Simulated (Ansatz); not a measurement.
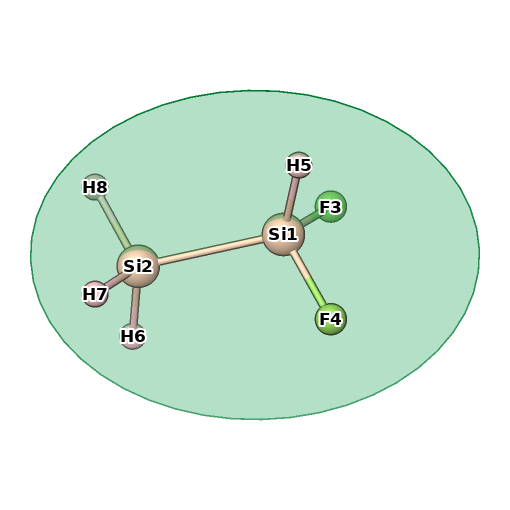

A disc through the centre of mass is drawn in. Depth is shown by fading: the farther an atom, the more it takes the colour of the background. The computed structure is the end point of a PBE0-D4/def2-TZVP optimisation.

Is the plane of the disc a mirror plane of the structure?

Answer. Yes. The reflection leaves Si1, Si2, H5, H6 in place and moves F3 ↔ F4; H7 ↔ H8. The point group is Cs.
